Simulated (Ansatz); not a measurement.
**Effect of Ru → Rh on Ru**

Take Ru in the hcp (Mg type) structure (space group P6_3/mmc, No. 194; a = 2.692 Å, c = 4.246 Å) as the base.

It is then changed as follows: Rh takes the place of Ru on all its sites; the structure is relaxed again.

The values are results of plane-wave PAW DFT at the PBEsol level (Ansatz, a program for electronic structure, 420 eV), spin-orbit coupling left out, not measurements. Settings: 20×20×11 k-points, 0.05 eV Fermi–Dirac smearing.

```tsv
quantity	base	changed	shift
volume per atom	13.32 Å³	13.56 Å³	+0.233 Å³
density	12.60 g/cm³	12.61 g/cm³	+0.01 g/cm³
lattice parameter a	2.692 Å	2.687 Å	-0.0044 Å
c/a ratio	1.577	1.613	+0.036
shortest interatomic distance	2.631 Å	2.665 Å	+0.034 Å
band gap	zero	zero	–
```

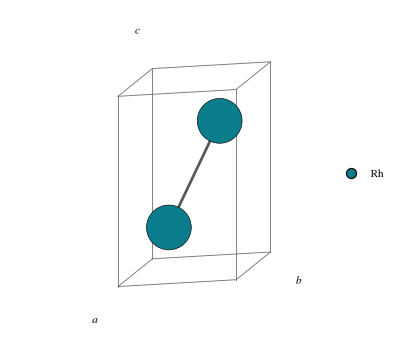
Figure: The relaxed conventional cell after the change

Whether these cells are dynamically stable was not tested. For Rh in this form, whether it has been made was not checked. The final runs are not spin-polarised. Rh has a high density of states at the Fermi level and may be magnetic at this level. This is not the structure that Rh has at room temperature and ambient pressure.
